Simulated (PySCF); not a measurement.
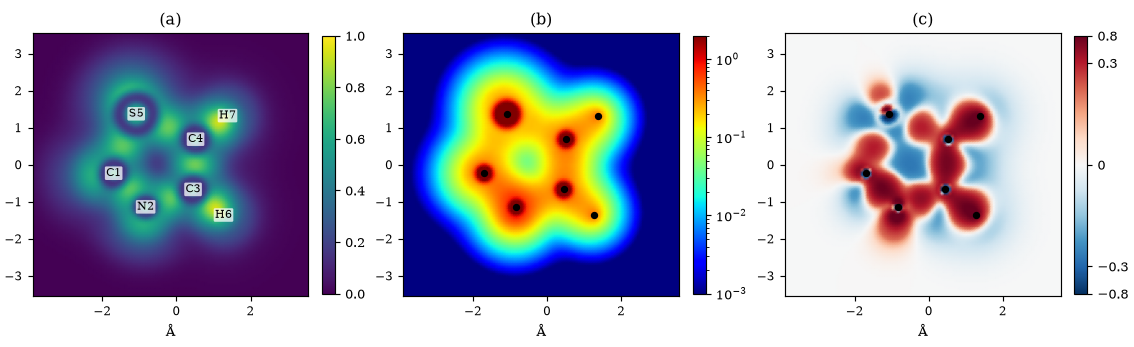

C3H2NS, doublet, SMILES `[c]1nccs1`. Three fields in the molecular plane. (c): red positive, blue negative.

Method: M06-2X/def2-SVP; geometry: GFN2-xTB; program: PySCF. No frequency check shows the geometry to be a minimum. The stability of the open-shell solution wasn't checked. GFN2-xTB bond lengths at metals and heavier atoms can be off by up to 0.1 Å and shapes distorted, which carries into these values. GFN2-xTB doesn't know the spin state, so this open-shell geometry is rough.

Input script:

```python
import numpy as np
from pyscf import gto, scf, dft
from pyscf.scf import atom_ks, atom_hf
from scipy.linalg import block_diag

def solve(mol, dm0=None, hcore=None):
    mf = (dft.UKS if mol.spin else dft.RKS)(mol, xc='m062x')
    mf.grids.level = 3
    mf = mf.density_fit(auxbasis='def2-universal-jkfit')
    mf.conv_tol, mf.max_cycle = 1e-8, 80
    if hcore is not None:
        mf.get_hcore = lambda *args: hcore
    mf.kernel(dm0)
    if not mf.converged:
        mf = mf.newton().run(mf.mo_coeff, mf.mo_occ, max_cycle=30)
    assert mf.converged, 'SCF not converged'
    return mf

mol = gto.M(atom='''
C     -0.01055     1.23250     0.00000
N     -1.19651     0.82929     0.00000
C     -1.30529    -0.53016     0.00000
C     -0.10273    -1.15965     0.00000
S      1.19068     0.00842     0.00000
H     -2.27754    -0.98687     0.00000
H      0.11371    -2.20905     0.00000
''', basis='def2-svp', charge=0, spin=1, verbose=4)
mf = solve(mol)
mf.analyze()
# spherically averaged free atoms, for the promolecule
atm = atom_ks.get_atm_nrks(mol, xc='m062x')
pro = block_diag(*[(atm[a[0]][2] * atm[a[0]][3]) @ atm[a[0]][2].T for a in mol._atom])
np.savez('result.npz', e=mf.e_tot, c=mf.mo_coeff, occ=mf.mo_occ, eps=mf.mo_energy, pro=pro, dip=mf.dip_moment(verbose=0), s2=mf.spin_square()[0])
```

Command:

```sh
OMP_NUM_THREADS=1 python input.py
```

The run took 17 s on 1 thread of Intel(R) Xeon(R) 6975P-C (Granite Rapids) (shared host), peak memory 0.42 GiB.

Partitions, critical points and surface values were worked out afterwards from this run's density.

Question: The panels show, in some order, the deformation density, electron density and localised orbital locator (LOL). Which is which?

Answer: (a) is the localised orbital locator (LOL): it runs from 0 to 1, peaks where electrons are localised, as in bonds, and fades smoothly outside. (b) is the electron density: it is positive everywhere and peaks at the nuclei. (c) is the deformation density: it has both signs, with gains where valence electrons gather and losses around them.
